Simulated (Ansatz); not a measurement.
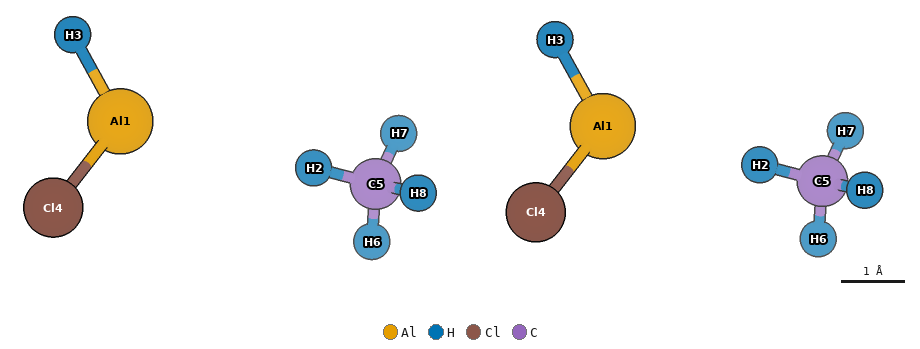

Two geometries of CH5AlCl (multiplicity 2), drawn at one scale. One is the start of a relaxation, the other its converged end. A ball-and-stick model, seen at a tilt.

All numbers below come from UKS PBE0-D4/6-31G* (Ansatz 0.2.0). Set-up: collinear spin; force threshold 0.03 eV/Å; at most 50 steps.

> Which of the two is the end point?

The left one is the relaxed one. The run prepares an end point of a later path (reaction) calculation, from a guessed geometry. The largest moves after the best rigid fit, 0.40 Å, are those of Al1, H3 and Cl4. By element the largest moves are Al 0.40 Å, Cl 0.40 Å, H 0.39 Å, C 0.23 Å. Among the contacts that change: H2–C5 1.104 → 1.094 Å. Over 4 geometry steps the energy falls by 0.80 kcal/mol. Largest force component: 0.31 eV/Å at the start, 0.019 eV/Å at the end.

Limits of the set-up: the start holds two separate molecules, 2.8 Å apart at their closest, whose relative position is a soft coordinate.
